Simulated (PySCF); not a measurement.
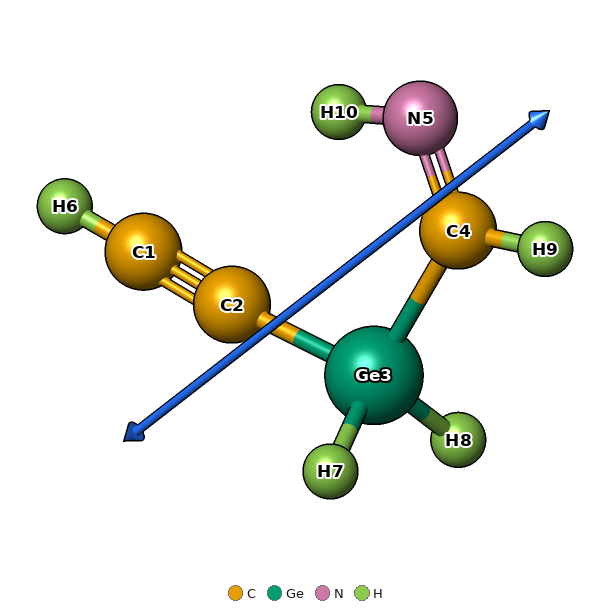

The double arrow shows the direction of the transition dipole to excited singlet state 7 (its length means nothing). The computed structure is the end point of a PBE0-D3(BJ)/def2-SVP optimisation. No frequency run is at hand to confirm it as a minimum. Level of theory: TDDFT ωB97X-D/def2-SVPD, vertical, gas phase, core orbitals frozen in the response (PySCF 2.14.0).

> Give its energy, strength and character.

7.19 eV (172 nm), oscillator strength 0.056, of mixed character, with the largest part HOMO → LUMO+3 (weight 0.42); transition dipole 1.43 D.
